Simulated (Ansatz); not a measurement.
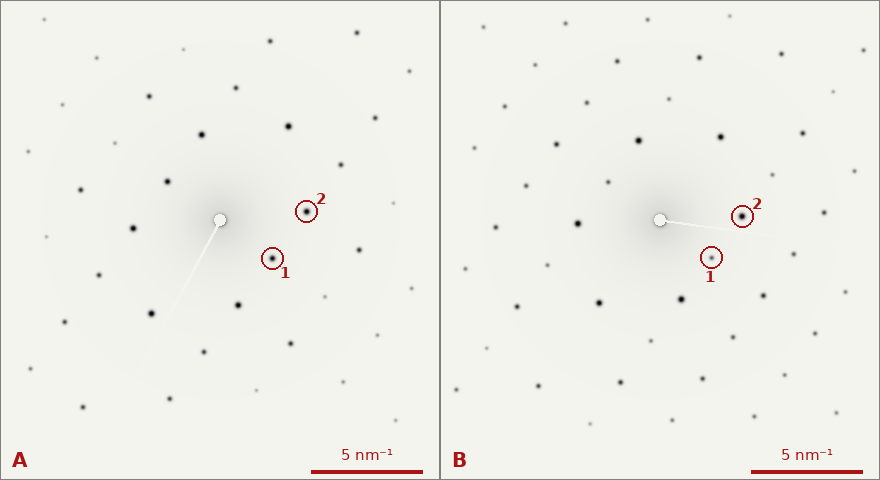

Kinematic electron diffraction patterns (120 kV, B = 0.5 Å², same scale) along [101] of the run's own cell, for the start and the end of one relaxation of TlGa with Ansatz, DFT PBE, scalar-relativistic, plane waves, PAW. k mesh 12×12×8. The start is a generated model structure, and the relaxation ends in the nearest stationary point of its symmetry, not necessarily the ground state. Spot 1 is -1 0 1 and spot 2 is -1 -1 1 in both.

Start structure:

```
Tl Ga
1.0
     4.28486    0.00000    0.00000
     0.00000    4.28486    0.00000
     0.00000    0.00000    5.76846
Tl Ga
2 2
Direct
  0.00000 0.50000 0.43100
  0.50000 0.00000 0.56900
  0.00000 0.00000 0.00000
  0.50000 0.50000 0.00000
```

> Which pattern belongs to the start structure, and which to the relaxed one?

B is the start: its cell gives d(1) = 3.440 Å, d(2) = 2.682 Å and an angle of 38.8°. A is the relaxed structure, with d(1) = 3.389 Å (-1.5 %), d(2) = 2.529 Å (-5.7 %) and 41.7°.

> Name reflections whose intensity changes strongly on relaxation.

2 0 -2 goes from 31 to 1.7 % of the strongest spot; 2 -2 -2 goes from 18 to 0.86 % of the strongest spot; 1 0 -1 goes from 12 to 64 % of the strongest spot.

> Summarise the relaxation behind the change.

The volume changed by +2.1 % to 27.02 Å³ an atom; with the mean shift removed, the atoms moved by up to 0.58 Å relative to the cell (Tl most); the space group stayed P4/nmm (No. 129); the free energy fell by 68 meV an atom. Relaxed cell: a = 3.801 Å, b = 3.801 Å, c = 7.484 Å, α = 90.00°, β = 90.00°, γ = 90.00°.
